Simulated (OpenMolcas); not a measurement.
## Single-point calculation of MgH (part 2 of 2)

MgH, multiplicity 2; ROMP2/pcseg-0, ROHF (OpenMolcas 26.06). The geometry comes from this level: PBE0-D4/def2-TZVP.

Geometry of the input (Å):
```
Mg -0.7427  0.2438  -0.3857
H  0.7427  -0.2438  0.3857
```

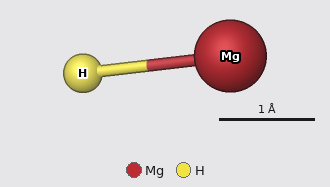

Figure 1. The structure (ball-and-stick view, seen at a tilt). Sticks mark near contacts.

Log, continued:
```
      Number of closed shell electrons          12
      Number of electrons in active shells       1
      Max number of holes in RAS1 space          0
      Max nr of electrons in RAS3 space          0
      Number of inactive orbitals                6
      Number of active orbitals                  1
      Number of secondary orbitals               5
      Spin quantum number                      0.5
      State symmetry                             1
--

++    Orbital specifications:
      -----------------------

      Symmetry species                           1
                                                 a
      Frozen orbitals                            0
      Inactive orbitals                          6
      Active orbitals                            1
      RAS1 orbitals                              0
      RAS2 orbitals                              1
      RAS3 orbitals                              0
      Secondary orbitals                         5
      Deleted orbitals                           0
      Number of basis functions                 12
--

++    CI expansion specifications:
      ----------------------------

      Number of CSFs                             1
      Number of determinants                     1
      Number of root(s) required                 1
      Root chosen for geometry opt.              1
      CI root used                               1

      highest root included in the CI            1
      max. size of the explicit Hamiltonian      1
--

++    Optimization specifications:
      ----------------------------

      RASSCF algorithm: Conventional
      Maximum number of macro iterations       200
      Maximum number of SX iterations          100
      Threshold for RASSCF energy            1.000E-08
      Threshold for max MO rotation          1.000E-01
      Threshold for max BLB element          1.000E-04
      Level shift parameter                  5.000E-01
      Make Quasi-Newton update
--

      The MO-coefficients are taken from the file:
      calc.UnaOrb
      Title:UHF natural orbitals

      Total molecular charge    0.00

      ************************************************************************************************************************
      *                                            Wave function control section                                             *
      ************************************************************************************************************************

                                         RASSCF iterations: Energy and convergence statistics
                                         ----------------------------------------------------

          iter iter root      energy       change     param      element    value   shift minimum  type update hh:mm:ss
 Nr of preliminary CI iterations:   1
        1   1    8    1  -199.86439953    0.00E+00  -1.43E-02    6   7 1 -7.15E-03*  0.22   0.00    SX    NO    0:00:00
        2   1    8    1  -199.86461931   -2.20E-04* -9.58E-03    6   7 1 -4.78E-03*  0.22   0.00    SX    NO    0:00:00
        3   1    7    1  -199.86471488   -9.56E-05* -6.44E-03    6   7 1 -3.21E-03*  0.22   0.00    SX    NO    0:00:00
        4   1    7    1  -199.86475919   -4.43E-05*  4.34E-03    6   7 1 -2.16E-03*  0.22   0.00    SX    NO    0:00:00
        5   1    7    1  -199.86477993   -2.07E-05*  6.41E-03    6   7 1 -1.46E-03*  0.22   2.50    LS   YES    0:00:00
        6   1    6    1  -199.86479619   -1.63E-05*  2.75E-03    6   7 1 -4.10E-04*  0.22   1.43    LS   YES    0:00:00
        7   1    6    1  -199.86479783   -1.64E-06*  3.64E-04    7  12 1 -2.10E-04*  0.22   1.01    QN   YES    0:00:00
        8   1    5    1  -199.86479803   -2.05E-07*  3.94E-04    7  11 1  9.75E-05   0.22   2.08    LS   YES    0:00:00
        9   1    5    1  -199.86479811   -7.62E-08* -7.60E-05    7  12 1  5.44E-05   0.22   1.00    QN   YES    0:00:00
       10   1    5    1  -199.86479812   -8.50E-09   5.14E-05    6  11 1  2.61E-05   0.22   1.63    QN   YES    0:00:00
      Convergence after 10 iterations
       11   1    5    1  -199.86479812   -1.85E-09   5.14E-05    6  11 1  4.98E-06   0.22   1.63    QN   YES    0:00:00

      ************************************************************************************************************************
                                                      Wave function printout:
                       occupation of active orbitals, and spin coupling of open shells (u,d: Spin up or down)
      ************************************************************************************************************************

      Note: transformation to natural orbitals
      has been made, which may change the order of the CSFs.

      printout of CI-coefficients larger than  0.05 for root  1
      energy=    -199.864798
      conf/sym  1     Coeff  Weight
             1  u   1.00000 1.00000

      Natural orbitals and occupation numbers for root  1
      sym 1:   1.000000

      ************************************************************************************************************************
      *                                                    Final results                                                     *
      ************************************************************************************************************************

++    Final optimization conditions:
      ------------------------------

      Average CI energy                            -199.86479812
      RASSCF energy for state  1                   -199.86479812
      Super-CI energy                                -0.00000000
      RASSCF energy change                           -0.00000000
      Max change in MO coefficients              -9.651E-05
      Max non-diagonal density matrix element     5.145E-05
      Maximum BLB matrix element                  4.977E-06
      (orbital pair   6,  11 in symmetry   1)
      Norm of electronic gradient            6.928E-06
--

      Final state energy(ies):
      ------------------------

::    RASSCF root number  1 Total energy:   -199.86479812
      Von Neumann Entropy (Root   1) =  0.50000

      Mulliken population analysis for root number:  1
      -----------------------------------------------

++    Molecular charges:
      ------------------

      Mulliken charges per centre
      ---------------------------

                MG1     H2
      Total   11.5346  1.4654

      N-E      0.4654 -0.4654

      Total electronic charge=   13.000000

      Total            charge=   -0.000000
--

      Expectation values of various properties for root number:  1
      -----------------------------------------------------------

++    Molecular properties:
      ---------------------

      Charge (e):
                      =   -0.0000
      Dipole Moment (debye):
      Origin of the operator (angstrom)=   -0.6828    0.2242   -0.3546
                   X= -2.5574E+00               Y=  8.3964E-01               Z= -1.3282E+00           Total=  3.0016E+00
      Quadrupole Moment (debye*angstrom):
      Origin of the operator (angstrom)=   -0.6828    0.2242   -0.3546
                  XX= -1.7022E+01              XY=  1.8140E+00              XZ= -2.8697E+00              YY= -1.2092E+01
                  YZ=  9.4215E-01              ZZ= -1.2987E+01
      In traceless form (debye*angstrom)
                  XX= -4.4823E+00              XY=  2.7210E+00              XZ= -4.3045E+00              YY=  2.9123E+00
                  YZ=  1.4132E+00              ZZ=  1.5700E+00
--

      Mulliken spin population analysis for root number:  1
      ---------------------------------------------------

++    Molecular charges:
      ------------------

      Mulliken spin population per centre
      ---------------------------

                MG1     H2
      Total    0.8985  0.1015

      Total electronic spin=    1.000000
--

      Canonical orbitals are written to the RASORB file
      Natural orbitals for root   1 are written to the RASORB.1 file
      Spin density orbitals for root   1 are written to the SPDORB.1 file

--- Stop Module: rasscf /rc=_RC_ALL_IS_WELL_ ---

--- Start Module: caspt2 ---

                                              &CASPT2

                       available to each process: 1.9 GB of memory, 1 thread

 ###############################################################################
 ###    WARNING: User changed nr of frozen orbitals.                         ###
 ###############################################################################

++    Wave function specifications:
      -----------------------------

      Number of closed shell electrons          10
      Number of electrons in active shells       1
      Max number of holes in RAS1 space          0
      Max number of electrons in RAS3 space      0
      Number of inactive orbitals                5
      Number of active orbitals                  1
      Number of secondary orbitals               5
      Spin quantum number                      0.5
      State symmetry                             1
      Number of CSFs                             1
      Number of CASSCF root(s) available         1
      CASPT2 state passed to geometry opt.       1
      A file JOBMIX will be created
      This is a high spin open shell RHF reference function
--

++    Orbital specifications:
      -----------------------

      Symmetry species                           1
                                                 a
      Frozen orbitals                            1
      Inactive orbitals                          5
      Active orbitals                            1
      Secondary orbitals                         5
      Deleted orbitals                           0
      Number of basis functions                 12
--

++    CASPT2 specifications:
      ----------------------

      Type of calculation                        SS-CASPT2
      Fock operator                              state-specific
      IPEA shift                                 0.00
      Real shift                                 0.00
      Imaginary shift                            0.00
      The input orbitals will be transformed to quasi-canonical
--

--------------------------------------------------------------------------------
 Estimated memory requirements:
  POLY3 :                   250022
  RHS:                      250467
  SIGMA :                   250450
  PRPCTL:                        0
 Available workspace:    232491999

++ CASPT2 computation for group   1

********************************************************************************
 Multi-State initialization phase begins for group   1
--------------------------------------------------------------------------------
********************************************************************************
 Compute H0 matrices for state    1
--------------------------------------------------------------------------------
--------------------------------------------------------------------------------
 H0 matrices have been computed.

********************************************************************************
  CASPT2 EQUATION SOLUTION
--------------------------------------------------------------------------------

  Total nr of CASPT2 parameters:
   Before reduction:         665
   After  reduction:         635

 Variance of |WF0>:       0.0425734652

 The contributions to the second order correlation energy in atomic units.
-----------------------------------------------------------------------------------------------------------------------------
  IT.      VJTU        VJTI        ATVX        AIVX        VJAI        BVAT        BJAT        BJAI        TOTAL       RNORM
-----------------------------------------------------------------------------------------------------------------------------
   1     0.000000    0.000000   -0.000000   -0.001998   -0.002256    0.000000   -0.003227   -0.011136   -0.018618    0.000403
   2     0.000000    0.000000   -0.000000   -0.002013   -0.002258    0.000000   -0.003228   -0.011137   -0.018637    0.000033
   3     0.000000    0.000000   -0.000000   -0.002013   -0.002257    0.000000   -0.003228   -0.011137   -0.018636    0.000001
-----------------------------------------------------------------------------------------------------------------------------

  FINAL CASPT2 RESULT:

      Reference energy:        -199.8647981181
      E2 (Non-variational):      -0.0186358075
      E2 (Variational):          -0.0186358077
      Total energy:            -199.8834339258
      Residual norm:              0.0000000354
      Reference weight:           0.98812

      Contributions to the CASPT2 correlation energy
      Active & Virtual Only:         -0.0000000019
      One Inactive Excited:          -0.0052410767
      Two Inactive Excited:          -0.0133947289

++ Denominators, etc.
--------------------------------------------------------------------------------------------------------------
 Report on small energy denominators, large coefficients, and large energy contributions.
CASE  SYMM ACTIVE-MIX  NON-ACTIVE INDICES          DENOMINATOR     RHS VALUE       COEFFICIENT     CONTRIBUTION
VJTU     1  Mu1.0001  In1.006                       0.27883788     -0.00000140     -0.00598485      0.00000001
ATVX     1  Mu1.0001  Se1.008                       0.25959387     -0.00000008      0.00076696     -0.00000000
ATVX     1  Mu1.0001  Se1.009                       0.28904819     -0.00000000      0.00000000     -0.00000000
ATVX     1  Mu1.0001  Se1.010                       0.28904819     -0.00000000      0.00000000     -0.00000000
AIVX     1  Mu1.0001  In1.006 Se1.011               0.71931770     -0.02461793      0.03519012     -0.00086631
VJAIP    1  Mu1.0001  Se1.011 In1.006 In1.006       0.99815558      0.02551449     -0.02634931     -0.00067229
VJAIP    1  Mu1.0001  Se1.012 In1.006 In1.006       1.61547859      0.04315691     -0.02695909     -0.00116347
BJATP    1  Mu1.0001  In1.006 Se1.009 Se1.009       0.85693427     -0.02541288      0.02946508     -0.00074879
BJATP    1  Mu1.0001  In1.006 Se1.010 Se1.010       0.85693427     -0.02541288      0.02946508     -0.00074879
BJAIP    1  Se1.011 In1.006 Se1.011 In1.006         1.43863539      0.05145808     -0.03621346     -0.00186348
BJAIP    1  Se1.012 In1.006 Se1.012 In1.006         2.67328141      0.10937770     -0.04091916     -0.00447564
--

   (Skipping property calculation,
    use PROP keyword to activate)
--

  Total CASPT2 energies:
::    CASPT2 Root  1     Total energy:   -199.88343393

  A NEW JOBIPH FILE NAMED 'JOBMIX' IS PREPARED.
********************************************************************************
--- Stop Module: caspt2 /rc=_RC_ALL_IS_WELL_ ---

.##################.
.# Happy landing! #.
.##################.

    Timing: Wall=2.22 User=1.68 System=0.53
```
